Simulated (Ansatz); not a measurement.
NPSi$_{2}$ (SMILES [Si]=N[Si]#P)

Input file:

```
crystal:
  periodic: [false, false, false]
  atoms:
    - {symbol: N, position_ang: [0.000000, 0.000000, -0.928588]}
    - {symbol: P, position_ang: [0.000000, 0.000000, 2.702299]}
    - {symbol: Si, position_ang: [0.000000, 0.000000, -2.517375]}
    - {symbol: Si, position_ang: [0.000000, 0.000000, 0.743664]}
basis:
  gaussian: {orbitals: def2-TZVPD}
hamiltonian: {xc: pbe0}
output: {forces: true, orbitals: {seedname: orbitals}}
```

Run with:

```sh
ansatz run input.yaml --threads 1 --pin off --max-ram 2610MiB --events-out events.jsonl --progress --plain --runs-dir runs
```

Geometry: PBE0-D3(BJ)/def2-SVP.

Level of theory: isolated molecule in a Gaussian basis; Kohn-Sham density functional theory, functional PBE0 in Ansatz 0.2.0.

**What will maps of the electron density and electron localisation function show?**

Si–N (1.59 Å): ρ at the midpoint is about 1.3 e/Å³; the ELF peaks at about 0.85 between the atoms: a short, strongly polar bond.
Si–P (1.96 Å): the density is about 0.86 e/Å³ at the midpoint; the ELF peaks at about 0.75 between the atoms.
Si–N (1.67 Å): the density is about 1.2 e/Å³ at the midpoint; the ELF peaks at about 0.90 between the atoms (a polar covalent bond).

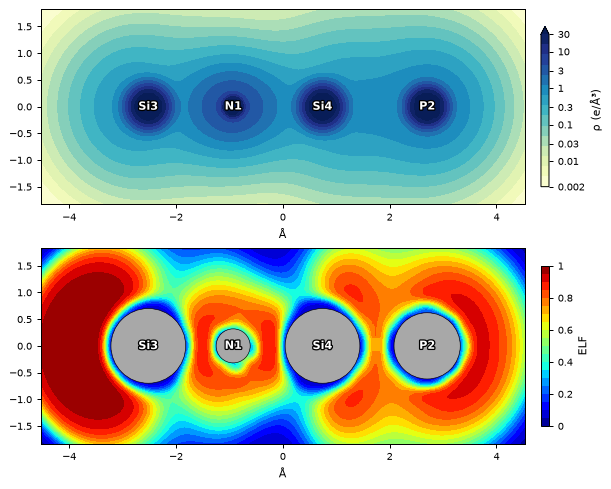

Computed electron density and electron localisation function on a plane that holds the molecular axis, in this order. Grey discs cover the atomic cores in the ELF map. 
